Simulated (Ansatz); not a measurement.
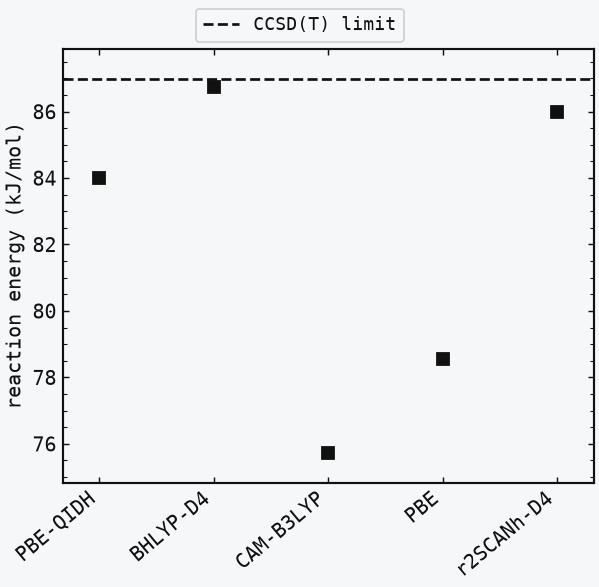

Electronic reaction energy of InHSeClF ([F][In]([Cl])[SeH]) + H₂ ([H][H]) → InH₂SeF ([F][InH][SeH]) + HCl (Cl) (SMILES in brackets) at several levels (functionals in def2-TZVPP unless a basis is named), isolated molecules at PBE0-D4 triple-zeta geometries, minima by their frequencies, no zero-point or thermal terms, the Ansatz code 0.2.0. The line is frozen-core CCSD(T) at the basis limit (MP2 extrapolated from triple and quadruple zeta, plus CCSD(T) less MP2 in a smaller set). PBE-QIDH holds a correlation term that converges slowly with the basis, so part of the distance to the limit is basis error. No dispersion term is added to PBE-QIDH, CAM-B3LYP and PBE. Core potentials past Kr. The limit lies 6.0 kJ/mol from CCSD(T)/def2-TZVPP, so the line itself is uncertain by a part of that.

Q: Which level comes closest to the line (CCSD(T) limit), and which misses most?

A: Closest BHLYP-D4 (86.7 kJ/mol), against 87.0 kJ/mol; farthest CAM-B3LYP (75.7 kJ/mol).

Q: What range do the values span, the line included?

A: From 75.7 kJ/mol (CAM-B3LYP) to 87.0 kJ/mol (CCSD(T) limit).

Note: no scalar relativity up to krypton; outer-core shells are correlated without core-valence functions, which makes the correlated values less sure; spin-orbit coupling is left out, and with In it can shift these values.
